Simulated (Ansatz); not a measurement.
## Electronic structure of C₂H₆F₂Ge in real space

Input

```
crystal:
  periodic: [false, false, false]
  atoms:
    - {symbol: Ge, position_ang: [0.484657, 0.002766, 0.339508]}
    - {symbol: F, position_ang: [0.583300, 0.004702, 2.078060]}
    - {symbol: F, position_ang: [2.151515, 0.011520, -0.164274]}
    - {symbol: C, position_ang: [-0.300525, 1.674405, -0.206799]}
    - {symbol: H, position_ang: [-1.345273, 1.737003, 0.130725]}
    - {symbol: H, position_ang: [-0.270180, 1.770577, -1.301823]}
    - {symbol: H, position_ang: [0.269356, 2.501248, 0.240332]}
    - {symbol: C, position_ang: [-0.284281, -1.677853, -0.202255]}
    - {symbol: H, position_ang: [-0.341563, -1.738938, -1.298738]}
    - {symbol: H, position_ang: [-1.294878, -1.788127, 0.217084]}
    - {symbol: H, position_ang: [0.347872, -2.497303, 0.168200]}
basis:
  gaussian: {orbitals: def2-TZVP, initial_orbitals: start.molden}
hamiltonian: {xc: pbe0, dispersion: d4}
scf: {omitted_lower_state_checks: [starts]}
output: {forces: true, orbitals: {seedname: orbitals}}
```

Launched as:

```sh
ansatz run in.yaml --threads 4 --pin off --events-out ev --progress --plain --max-ram 4787MiB
```

Geometry: r2SCAN-D4/def2-SVP.

These are results of RKS PBE0-D4/def2-TZVP (Ansatz 0.2.0), not measurements.

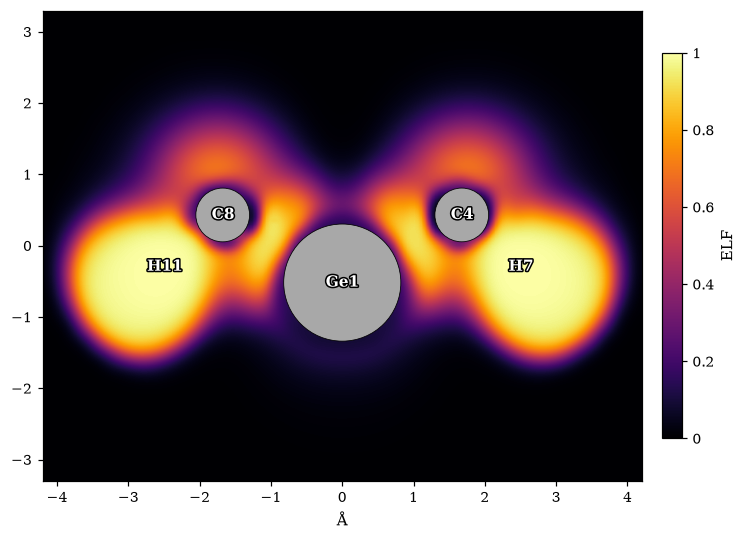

Figure 1. Electron localisation function on the plane of atoms C4, Ge1 and C8. Grey discs cover the atomic cores.

**Read the bonding off the picture.**

The section cuts through Ge, C and H sites. C–Ge (1.93 Å): the ELF peaks at about 0.90 between the atoms; a shared electron pair. C–H (1.10 Å): the ELF climbs to about 1 towards the hydrogen, as it does in any bond to H; a covalent bond by its length.

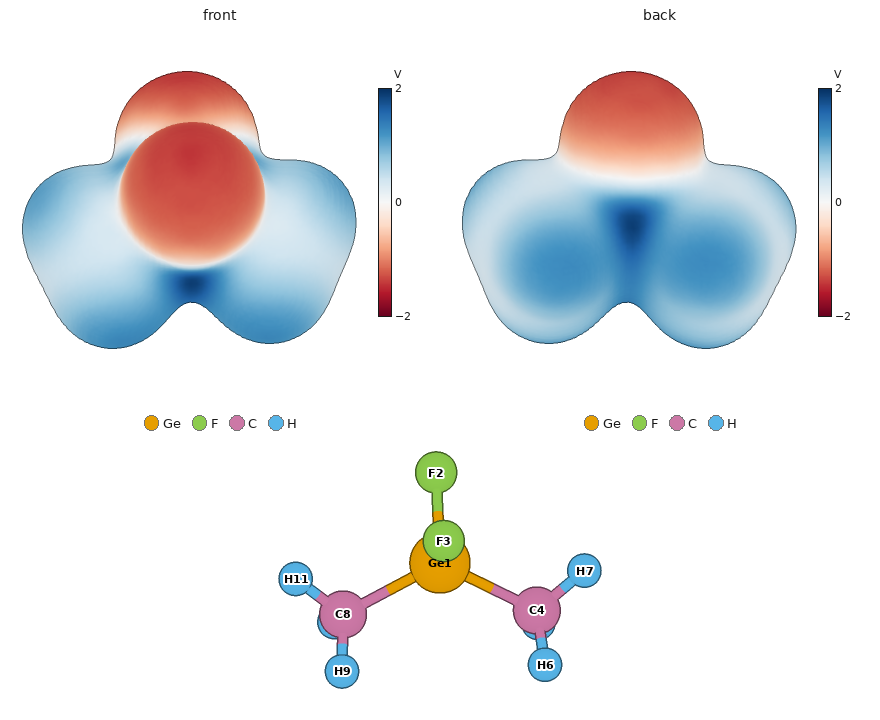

Figure 2. The electrostatic potential painted on the density surface at 0.002 e/bohr³, seen from the front and from behind; red is negative and blue positive. The bare structure is drawn below in the same view.

**Which sites attract a positive test charge, and which a negative one?**

A positive charge is drawn to the negative regions and a negative charge to the positive ones. The most negative region (about −1.4 V) lies over F2 and F3, the most positive (about +1.8 V) over Ge1.

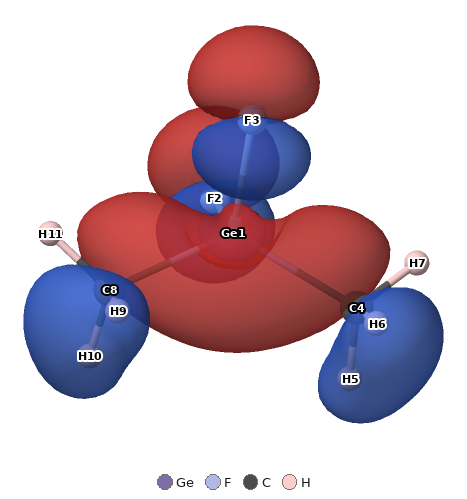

Figure 3. The HOMO−1 at ±0.08 Å⁻³ᐟ² (red and blue are the two phases), seen at a tilt.

**Describe this orbital and give its energy.**

It lies mainly on F2 (about 25 %), F3 (about 25 %), Ge1 (about 15 %), C4 (about 15 %) and C8 (about 15 %). Its energy is −10.44 eV.

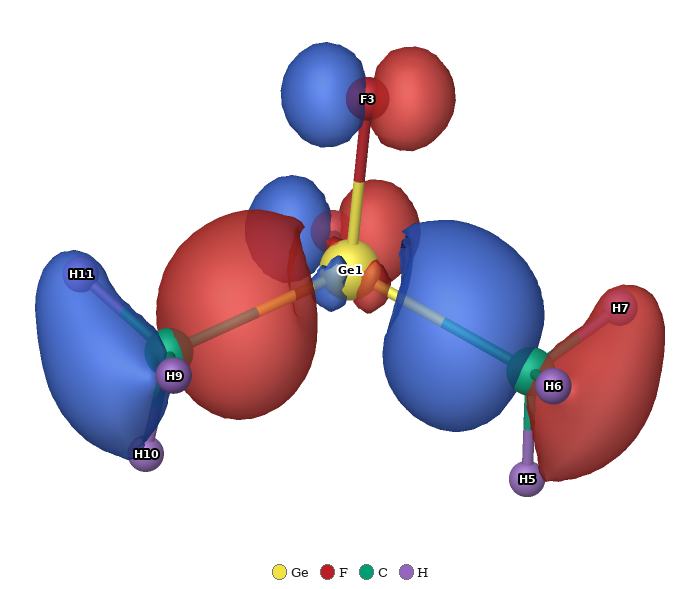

Figure 4. The HOMO at ±0.15 Å⁻³ᐟ² (red and blue are the two phases), seen at a tilt.

**Where does this orbital lie, and at what energy?**

Its weight (Hirshfeld) is mainly on C4 (about 25 %), C8 (about 25 %), Ge1 (about 20 %), F2 (about 10 %) and F3 (about 10 %). Its energy is −9.00 eV.
